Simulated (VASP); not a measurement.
Band structure of PbO$_{2}$ (rutile). All values below come from TPSS meta-GGA, VASP's PBE PAW potentials (set 64) (plane waves; VASP 6.6.1).

The path is coarsely sampled, so an indirect gap can come out somewhat too large. Unless said otherwise, spin-orbit coupling is left out, though it shifts the bands of the heavy elements here.

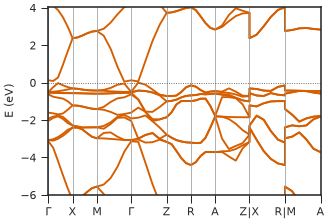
Figure: Bands along high-symmetry lines, zero at the valence-band maximum or, without a gap, the Fermi level

Task: Read the plot: is there a gap, and where are the band edges?

Result: The gap is indirect, 0.05 eV, from the valence maximum at (0.00, 0.00, 0.14) to the conduction minimum at M-Γ at 0.80.

The compound is PbO2 in the rutile structure. It was relaxed first, which changed the volume by +5 %.
